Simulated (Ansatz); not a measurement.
Run report: HfH2ClOF3, geometry relaxation (part 2 of 2)

Continued. System: HfH2ClOF3. Method: RKS r2SCANh-D4/def2-SVP (Ansatz 0.2.0). The input holds or restrains some coordinates. Forces given for the steps count only the free coordinates. It belongs to a series of runs on one base structure; here: pulled along the bonds that form and break, towards end B.

Geometry of the input (Å):
```
Hf 0.0000  0.0000  0.0000
Cl 0.0000  0.0000  2.8700
F  1.8671  0.0000  -0.6593
F  -0.9326  1.6157  -0.6593
F  -0.9326  -1.6157  -0.6593
O  -2.2491  0.0000  0.7473
H  -2.7942  -0.6297  0.1759
H  -1.5726  0.0000  2.0020
```

Trajectory as extended XYZ, continued:
```
8
Properties=species:S:1:pos:R:3:forces:R:3 step=3 energy=-24048.42031
Hf   -0.1570    0.0047   -0.2688   -1.1217  -0.0108   2.3368
Cl   -0.1434    0.0002    3.1182   -1.7328   0.0043  -2.0986
F     1.8176   -0.0009   -0.6481   -1.5979  -0.0319   0.4227
F    -0.9045    1.6441   -0.6970    0.7258   1.8381  -1.4022
F    -0.9108   -1.6438   -0.6983    0.5354  -1.6914  -1.4923
O    -2.1834    0.0218    0.5134    1.8837   0.3428   1.1573
H    -2.7927   -0.6443    0.1868    0.1038  -0.4076   0.3708
H    -1.3398   -0.0116    2.3112    1.2037  -0.0437   0.7056
8
Properties=species:S:1:pos:R:3:forces:R:3 step=4 energy=-24049.18145
Hf   -0.2610    0.0056   -0.3697   -0.8831   0.1494   1.2778
Cl   -0.1937   -0.0034    3.2663   -0.6338   0.0011  -1.0473
F     1.7169   -0.0051   -0.6214   -1.1975  -0.0505   0.4724
F    -0.8345    1.7506   -0.8141    0.6378   0.6311  -1.0061
F    -0.8603   -1.7362   -0.8306    0.4230  -0.5374  -1.0724
O    -2.1354    0.0255    0.4713    1.0646  -0.1628   0.5855
H    -2.7654   -0.6632    0.2194    0.2294  -0.0420   0.4051
H    -1.2806   -0.0034    2.4961    0.3595   0.0111   0.3850
8
Properties=species:S:1:pos:R:3:forces:R:3 step=5 energy=-24049.75894
Hf   -0.3193    0.0186   -0.3958   -1.2161   0.0735   0.6185
Cl   -0.1897   -0.0049    3.3000   -0.7825   0.0045  -0.9831
F     1.6276   -0.0143   -0.5441   -0.4826  -0.0520   0.5265
F    -0.7404    1.7904   -0.9799    0.3623  -0.2725  -0.5996
F    -0.8006   -1.7398   -1.0090    0.2760   0.4136  -0.6180
O    -2.1289    0.0150    0.5462    1.1705  -0.2275   0.3255
H    -2.7482   -0.6915    0.3175    0.1008   0.0447   0.3179
H    -1.3144   -0.0033    2.5825    0.5717   0.0157   0.4123
8
Properties=species:S:1:pos:R:3:forces:R:3 step=6 energy=-24050.18229
Hf   -0.3638    0.0305   -0.4296   -1.1478  -0.0803   0.4262
Cl   -0.1503   -0.0062    3.2798   -1.1072   0.0232  -0.9006
F     1.5735   -0.0251   -0.3989   -0.3759  -0.0326   0.5319
F    -0.6914    1.7751   -1.1525    0.1567  -0.4824  -0.3536
F    -0.7704   -1.6898   -1.1939    0.1565   0.6646  -0.3553
O    -2.1083   -0.0144    0.6269    1.3069  -0.1448   0.0233
H    -2.7470   -0.7021    0.3969    0.0307   0.0528   0.2330
H    -1.3562    0.0024    2.6886    0.9800  -0.0005   0.3951
8
Properties=species:S:1:pos:R:3:forces:R:3 step=7 energy=-24050.51999
Hf   -0.3985    0.0327   -0.4643   -0.7924  -0.1549   0.5957
Cl   -0.1101   -0.0006    3.2426   -1.2283   0.0347  -0.6866
F     1.5223   -0.0365   -0.2124   -0.5948  -0.0061   0.3521
F    -0.6761    1.7307   -1.3014    0.0646  -0.3951  -0.2124
F    -0.7624   -1.6172   -1.3727    0.0936   0.5599  -0.2028
O    -2.0742   -0.0464    0.6906    1.2692  -0.1184  -0.3072
H    -2.7468   -0.7021    0.4632    0.0130   0.0905   0.1744
H    -1.3682    0.0097    2.7717    1.1751  -0.0106   0.2869
8
Properties=species:S:1:pos:R:3:forces:R:3 step=8 energy=-24050.74313
Hf   -0.4231    0.0260   -0.4841   -0.7510  -0.1529   0.7294
Cl   -0.0706    0.0141    3.2196   -1.1723   0.0353  -0.4809
F     1.4504   -0.0463   -0.0315   -0.4571  -0.0066   0.1478
F    -0.6681    1.6710   -1.4211    0.0281  -0.2162  -0.0991
F    -0.7514   -1.5346   -1.5354    0.0729   0.3389  -0.0870
O    -2.0426   -0.0838    0.7363    1.0547  -0.1683  -0.5671
H    -2.7608   -0.6929    0.5108    0.0737   0.1821   0.1655
H    -1.3479    0.0168    2.8226    1.1509  -0.0123   0.1914
8
Properties=species:S:1:pos:R:3:forces:R:3 step=9 energy=-24050.83948
Hf   -0.4377   -0.0028   -0.4862   -0.8334  -0.1862   0.6769
Cl   -0.0536    0.1224    3.2144   -1.1260  -0.0164  -0.4058
F     1.4027   -0.1248    0.0389   -0.2176  -0.0242   0.1197
F    -0.6426    1.6542   -1.4057   -0.0079  -0.0838  -0.0243
F    -0.7236   -1.4380   -1.7081    0.0303   0.2114   0.0159
O    -2.0232   -0.1853    0.7644    1.2068   0.0796  -0.6032
H    -2.8026   -0.7071    0.5550   -0.1613  -0.0141   0.0675
H    -1.3335    0.0517    2.8445    1.1092   0.0336   0.1532
8
Properties=species:S:1:pos:R:3:forces:R:3 step=10 energy=-24050.87067
Hf   -0.4533   -0.0331   -0.4978   -0.8876  -0.4021   0.6231
Cl   -0.0126    0.2884    3.1912   -1.3722  -0.1999  -0.4243
F     1.3366   -0.2268    0.1572   -0.2350  -0.0217  -0.0660
F    -0.6171    1.6608   -1.3621   -0.0069  -0.0934   0.0948
F    -0.6957   -1.3436   -1.8749    0.0579   0.3200   0.3043
O    -2.0084   -0.3072    0.7774    0.4043  -0.2024  -0.9428
H    -2.8771   -0.7173    0.5887    0.7244   0.3819   0.2079
H    -1.2862    0.0492    2.8374    1.3151   0.2177   0.2031
8
Properties=species:S:1:pos:R:3:forces:R:3 step=11 energy=-24050.93416
Hf   -0.4585   -0.0671   -0.5026   -0.9397  -0.2956   0.9304
Cl   -0.0403    0.4812    3.1494   -1.2010  -0.2876  -0.4139
F     1.3028   -0.3955    0.1557   -0.0584  -0.0464  -0.0328
F    -0.5720    1.7073   -1.1909   -0.0140  -0.0053   0.0300
F    -0.7206   -1.2390   -1.9827    0.0031   0.1062   0.0764
O    -1.9870   -0.4267    0.7783    0.8615   0.1326  -0.8518
H    -2.8606   -0.8049    0.6114    0.2060   0.1042   0.0938
H    -1.2777    0.1151    2.7985    1.1426   0.2920   0.1680
8
Properties=species:S:1:pos:R:3:forces:R:3 step=12 energy=-24050.94259
Hf   -0.4545   -0.0837   -0.4933   -0.9518  -0.2781   0.7636
Cl   -0.0778    0.6718    3.1364   -1.4008  -0.6487  -0.5797
F     1.2931   -0.5316    0.1441   -0.1841   0.0029  -0.0546
F    -0.5351    1.7368   -1.0782    0.0154  -0.1994   0.1006
F    -0.7526   -1.1558   -2.0475    0.0405   0.2037   0.2390
O    -1.9830   -0.5001    0.7698    1.1916   0.2996  -0.7865
H    -2.8579   -0.8688    0.6203   -0.0239  -0.0045   0.0454
H    -1.2462    0.1017    2.7658    1.3131   0.6244   0.2722
8
Properties=species:S:1:pos:R:3:forces:R:3 step=13 energy=-24051.01000
Hf   -0.4491   -0.1168   -0.5071   -1.1105  -0.3286   1.0980
Cl   -0.1531    0.8443    3.0687   -0.9916  -0.5921  -0.4782
F     1.2584   -0.6925    0.1177   -0.0115  -0.0219  -0.0321
F    -0.4667    1.7519   -0.8960    0.0089  -0.0475   0.0066
F    -0.7713   -1.0223   -2.1514    0.0142   0.0620   0.0471
O    -1.9442   -0.6109    0.7590    1.0633   0.3783  -0.8045
H    -2.8390   -0.9617    0.7296    0.0891   0.0185  -0.0134
H    -1.2491    0.1782    2.6968    0.9379   0.5313   0.1766
8
Properties=species:S:1:pos:R:3:forces:R:3 step=14 energy=-24050.97553 accepted=F
Hf   -0.4614   -0.1398   -0.4647   -1.0997  -0.4226   0.6012
Cl   -0.1893    1.0357    3.0590   -1.1308  -1.0587  -0.7636
F     1.2338   -0.8106    0.1044   -0.0993   0.0179   0.0163
F    -0.4193    1.7462   -0.7645   -0.0118  -0.1168   0.0545
F    -0.7823   -0.9076   -2.1877    0.0465   0.1447   0.3506
O    -1.9779   -0.6983    0.7496    1.2801   0.5191  -0.7573
H    -2.8699   -1.0528    0.7198    0.0484   0.0166   0.0340
H    -1.1478    0.1975    2.6013    0.9667   0.8997   0.4645
8
Properties=species:S:1:pos:R:3:forces:R:3 step=15 energy=-24051.01337
Hf   -0.4470   -0.1224   -0.4957   -1.1019  -0.3516   1.0194
Cl   -0.1956    0.9309    3.0566   -0.9850  -0.7758  -0.5178
F     1.2564   -0.7462    0.0946   -0.0119  -0.0107   0.0026
F    -0.4404    1.7494   -0.8605    0.0109   0.0002   0.0128
F    -0.7862   -0.9774   -2.1625    0.0079   0.0444   0.0556
O    -1.9436   -0.6312    0.7610    1.1592   0.4080  -0.7674
H    -2.8346   -0.9867    0.7350    0.0011  -0.0112  -0.0070
H    -1.2230    0.1538    2.6889    0.9198   0.6968   0.2017
8
Properties=species:S:1:pos:R:3:forces:R:3 step=16 energy=-24051.01920
Hf   -0.4415   -0.1348   -0.4943   -1.0880  -0.3580   1.0699
Cl   -0.2202    0.9769    3.0421   -0.9393  -0.7524  -0.5032
F     1.2605   -0.7985    0.0568   -0.0197  -0.0030   0.0110
F    -0.4133    1.7473   -0.7976    0.0089   0.0093  -0.0049
F    -0.8084   -0.9349   -2.1810    0.0006   0.0295   0.0276
O    -1.9285   -0.6610    0.7670    1.1562   0.4423  -0.7799
H    -2.8152   -1.0270    0.7480   -0.0056  -0.0191  -0.0093
H    -1.2473    0.2024    2.6764    0.8868   0.6513   0.1889
8
Properties=species:S:1:pos:R:3:forces:R:3 step=17 energy=-24051.02478
Hf   -0.4431   -0.1377   -0.4932   -1.0760  -0.3355   1.1241
Cl   -0.2268    1.0058    3.0335   -0.8663  -0.6879  -0.4839
F     1.2454   -0.8376    0.0533   -0.0052  -0.0009  -0.0073
F    -0.3881    1.7488   -0.7661    0.0057   0.0081   0.0031
F    -0.8299   -0.8973   -2.1925   -0.0011  -0.0070  -0.0060
O    -1.9238   -0.6729    0.7729    1.1309   0.4602  -0.8069
H    -2.7913   -1.0826    0.7455    0.0017  -0.0086   0.0015
H    -1.2564    0.2438    2.6640    0.8102   0.5716   0.1755
```

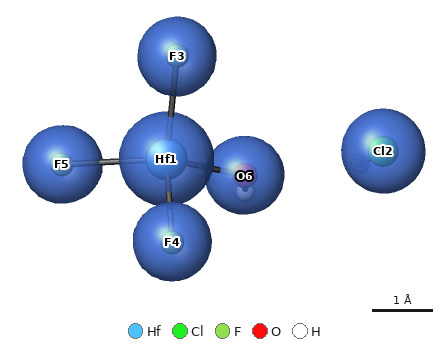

Isosurface of the electron density at 1.5 e/Å³ (blue), seen from the side. At this value the surface falls into seven separate pieces. It is pinched off along the Hf···Cl (3.71 Å), Hf–F (1.90 Å) and Hf–O (2.02 Å) contacts. On the grid the lowest density along these lines, outside the cores, is 0.03 e/Å³ (Hf···Cl, 3.71 Å), 0.85 e/Å³ (Hf–F, 1.90 Å), 0.69 e/Å³ (Hf–O, 2.02 Å) and 2.3 e/Å³ (O–H, 0.96 Å).

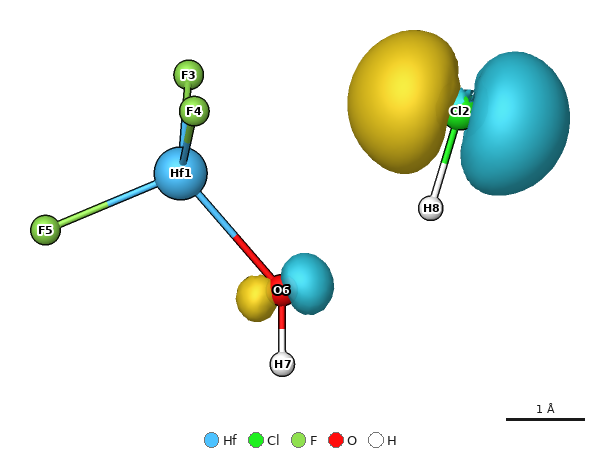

The HOMO−1 at ±0.2 Å⁻³ᐟ² (yellow and cyan are the two phases), seen at a tilt. Its energy is −8.82 eV.

Key numbers:

- outcome: converged under the restraints of the input
- total energy: −24051.0248 eV
- mean-field energy: −24050.9832 eV
- largest force (length of the vector) at the end, held atoms and coordinates included: 1.592 eV/Å
- wall time: 1.7 min (CPU time 6.2 min)
- peak memory: 0.34 GiB
